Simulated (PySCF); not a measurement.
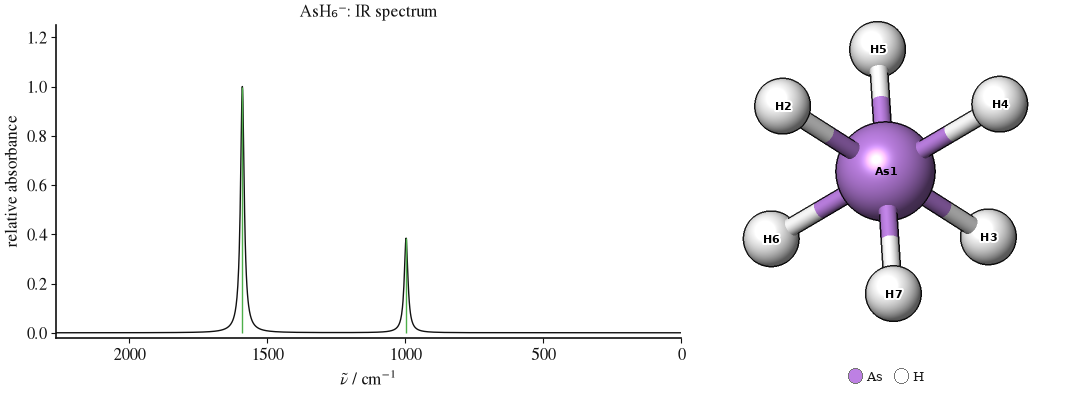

Infrared spectrum of AsH₆⁻, singlet (point group Oh). Unscaled harmonic wavenumbers and double-harmonic intensities, PBE0/def2-TZVPD, PySCF, isolated molecule. The structure is the lowest point that the starts tried gave, with the shape that electron-pair counting expects. Degenerate modes count as one line, with their intensities summed. Lorentzian lines of 16 cm⁻¹ full width. Close modes add up in the curve.

### Which is the highest mode?

1917.0 cm⁻¹ (0.0 km/mol, a1g), a very weak line.

### List the modes.

| cm⁻¹ | km/mol | symmetry |
| --- | --- | --- |
| 954.5 | 0.0 | t2u (×3) |
| 996.9 | 1700.4 | t1u (×3) |
| 1101.2 | 0.0 | t2g (×3) |
| 1466.9 | 0.0 | eg (×2) |
| 1590.0 | 4426.4 | t1u (×3) |
| 1917.0 | 0.0 | a1g |

Note: no scalar relativity.
